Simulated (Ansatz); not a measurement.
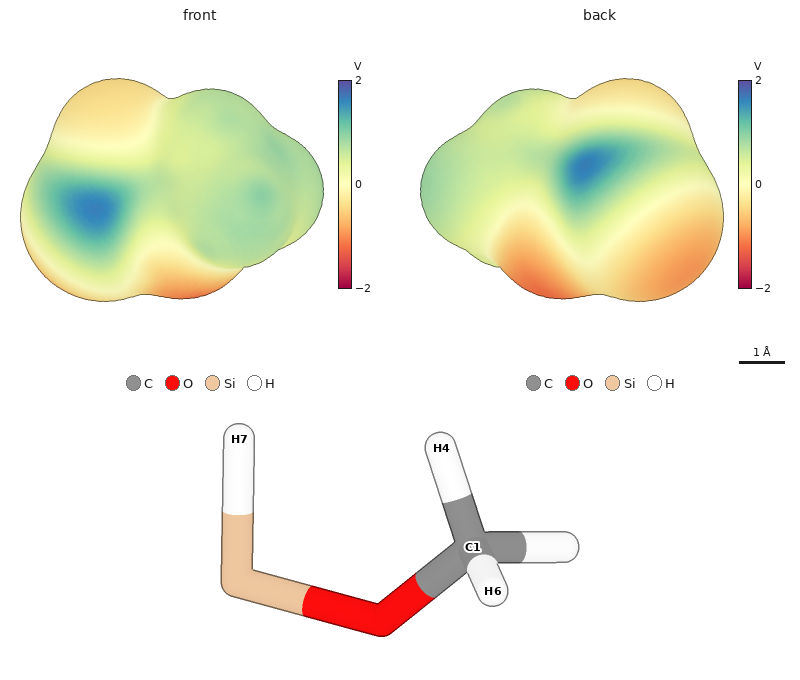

*CH₄OSi (SMILES CO[SiH]). The electrostatic potential painted on the density surface at 0.002 e/bohr³, seen from the front and from behind; the colour scale runs from red (negative) to blue (positive). The bare structure is drawn below in the same view.*

Level of theory: RKS PBE-D4/def2-SVP in Ansatz 0.2.0.

```yaml
atoms:
  - { symbol: C, position_ang: [-0.5617, 0.4510, -0.4029] }
  - { symbol: O, position_ang: [-0.6681, -0.7563, 0.3289] }
  - { symbol: Si, position_ang: [-2.0039, -1.7281, 0.6425] }
  - { symbol: H, position_ang: [-1.5413, 0.7597, -0.8352] }
  - { symbol: H, position_ang: [0.1749, 0.3233, -1.2244] }
  - { symbol: H, position_ang: [-0.1896, 1.2578, 0.2640] }
  - { symbol: H, position_ang: [-3.0553, -0.8494, -0.1371] }
```

### Which sites attract a positive test charge, and which a negative one?

A positive charge is drawn to the negative regions and a negative charge to the positive ones. The most negative region (about −1.1 V, or −25 kcal/mol for a unit charge) lies over O2, the most positive (about +1.6 V, or +37 kcal/mol for a unit charge) over Si3. O2 is the likeliest acceptor of a hydrogen bond.
